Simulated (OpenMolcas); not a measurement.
# Ag²⁺ in KCdF3: CASSCF and CASPT2 levels and susceptibility

Aim: the ligand-field states of Ag²⁺ in this surrounding, its lowest levels with spin-orbit coupling and its magnetic susceptibility.

The numbers are computed with OpenMolcas 26.06 (state-averaged CASSCF and CASPT2, spin-orbit coupling by RASSI with atomic mean-field integrals), except any that are marked as measured or tabulated.

### Step 1. What is computed

```
Species                           : Ag²⁺ (silver, Z = 47, 45 electrons)
Basis                             : ANO-RCC-VTZP [7s6p4d2f1g], 152 functions with the ligands
Scalar Hamiltonian                : DKH2, point nucleus
Inactive shells                   : 1s 2s 2p 3s 3p 3d 4s 4p of the metal, and all ligand shells
Active space                      : 9 electrons in 5 orbitals (4d)
Some configurations of this space : 4d9
Orbitals                          : optimised for each spin and parity, averaged over all roots
```

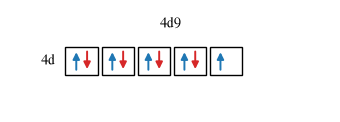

Outer shells as boxes.

Ag²⁺ is taken with its 6 nearest fluoride ions at 2.151 Å, on the cation site of KCdF3 (a = 4.302 Å). The rest of the host is ab initio model potentials to 7.6 Å and point charges beyond; the distance is set by hand, nothing relaxes, and no local charge compensation is placed. Ligand basis ANO-RCC-VDZP.

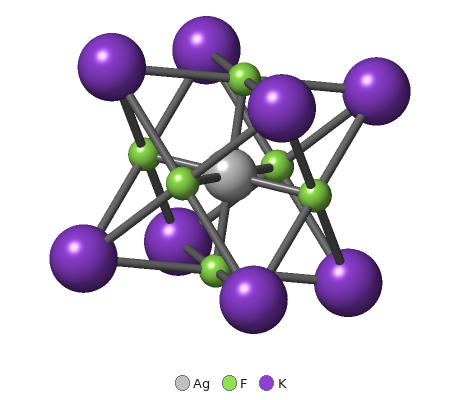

The cluster and the nearest host cations, which are model potentials (silver light grey, fluorine green, potassium purple); what lies farther out is not drawn.

```xyz
15

Ag    0.0000    0.0000    0.0000
F     2.1510    0.0000    0.0000
F     0.0000    2.1510    0.0000
F    -2.1510    0.0000    0.0000
F     0.0000   -2.1510    0.0000
F     0.0000    0.0000    2.1510
F     0.0000    0.0000   -2.1510
K     2.1510   -2.1510   -2.1510
K    -2.1510    2.1510    2.1510
K     2.1510   -2.1510    2.1510
K    -2.1510    2.1510   -2.1510
K     2.1510    2.1510   -2.1510
K    -2.1510   -2.1510    2.1510
K     2.1510    2.1510    2.1510
K    -2.1510   -2.1510   -2.1510
```

Each step is its own input file, run in one work folder so that later steps find the files of earlier ones. Labels, J, g values, rates, χT and fits are worked out afterwards by a script from the matrices that RASSI stores.

### Step 2. GATEWAY and SEWARD: basis and integrals

File a.inp:

```
&GATEWAY
Basis set
Ag.ANO-RCC-VTZP.
Ag1 0.0 0.0 0.0 Angstrom
End of basis
Basis set
F.ANO-RCC-VDZP.
L1 2.151000 0.000000 0.000000 Angstrom
L2 0.000000 2.151000 0.000000 Angstrom
L3 0.000000 0.000000 2.151000 Angstrom
End of basis
Basis set
K.EMB-AIMP.Lopez-Moraza.0s.0s.ECP.KCdF3.
PseudoCharge
* 16 symmetry-unique lattice sites within 7.6 angstrom
End of basis
Basis set
Cd.EMB-AIMP.Lopez-Moraza.0s.0s.ECP.KCdF3.
PseudoCharge
* 13 symmetry-unique lattice sites within 7.6 angstrom
End of basis
Basis set
F.EMB-AIMP.Lopez-Moraza.0s.0s.ECP.KCdF3.
PseudoCharge
* 27 symmetry-unique lattice sites within 7.6 angstrom
End of basis
Symmetry
XYZ
AngMom=0.0 0.0 0.0
AMFI
RICD
XField
1533 Angstrom 0
* Evjen-weighted lattice charges
&SEWARD
```

Started as:

```sh
$ OMP_NUM_THREADS=1 MOLCAS_MEM=2457 MOLCAS_PROJECT=a pymolcas a.inp > a.log
```

### Step 3. Reference wave functions, doublets, 5 roots

File a.inp:

```
&RASSCF
FileOrb=start.orb
Symmetry=1
Spin=2
nActEl=9 0 0
Inactive=24 24
Ras2=5 0
CIRoot=5 5 1
SDav=5
CIMx=300
Iter=150 100
PrWF=0.3
OrbListing=Nothing
MaxOrb=0
LevShft=1.0
>>> COPY $Project.JobIph JOB001
```

start.orb holds start orbitals that the driver prepared beforehand, or those of the step before.

### Step 4. State interaction with spin-orbit coupling

File a.inp:

```
&RASSI
NrOfJobIphs=1 5
1 2 3 4 5
IphNames
JOB001
EJob
SpinOrbit
DIPRint=1.0
SOCoupling=1000.0
Subsets=2
Property=9
'ANGMOM' 1 'ANGMOM' 2 'ANGMOM' 3 'MLTPL  1' 1 'MLTPL  1' 2 'MLTPL  1' 3
'AMFI' 1 'AMFI' 2 'AMFI' 3
SOProperty=3
'ANGMOM' 1 'ANGMOM' 2 'ANGMOM' 3
```

### Step 5. CASPT2: IPEA 0.25, imaginary shift 0.1 (closed shells correlated: 4s 4p of the metal, with ligand shells; the Frozen line counts the rest)

File a.inp:

```
>>> COPY JOB001 $Project.JobIph
&CASPT2
Multistate=5 1 2 3 4 5
NoMult
Frozen=11 9
IPEA=0.25
Imaginary=0.1
MaxIter=60
WThr=0.0 0.3 0.05
PrWF=0.5
NoMix
```

### Step 6. CASPT2: IPEA 0.25, sigma2 regulariser 0.3 (closed shells correlated: 4s 4p of the metal, with ligand shells; the Frozen line counts the rest)

a.inp: that of step 5 with these lines changed.

```diff
@@ -6,3 +6,3 @@
 IPEA=0.25
-Imaginary=0.1
+Sig2=0.3
 MaxIter=60
```

(Steps that only read results are left out.)

Before running it: what results should come out? Wanted: spin-free ground state; first state of the same spin within the active space; lowest level; next level.

As calculated:

```
                                            quantity                                                                                                                                          value
                                              method  SS-CASPT2, IPEA 0.25, imaginary shift 0.1 (closed shells correlated: 4s 4p of the metal, with ligand shells; the Frozen line counts the rest)
                              spin-free ground state                                                                                                                 2E, 2-fold in its orbital part
first state of the same spin within the active space                                                                                                                              2T2 at 14300 cm⁻¹
                                        lowest level                                                                                                                                      4-fold Γ8
                                          next level                                                                                                                                   12836.8 cm⁻¹
                                         χT at 300 K                                                                                                                                 0.55 cm³ K/mol
                           effective moment at 300 K                                                                                                                                        2.10 μB
```

Cost by method:

```csv
method,time of its own steps,time with the reference
A. CASSCF,10 s,10 s
"B. SS-CASPT2, IPEA 0.25, imaginary shift 0.1, +4s 4p",16 s,26 s
"C. SS-CASPT2, IPEA 0.25, sigma2 regulariser 0.3, +4s 4p",17 s,27 s
```

Times are of one thread on a shared host.

**Reading.** The spin-free ground state (2E) comes to 100 % from free-ion D terms and keeps the highest spin of the shell. χT at 300 K is 0.55, against 0.38 cm³ K/mol for the spin alone, so orbital moment adds to it. A ligand-field fit to the states below 45000 cm-1 gives 10Dq = 14265 cm-1, the gap between the two states. An orbital doublet at a regular site is open to a Jahn-Teller distortion, which this geometry leaves out.
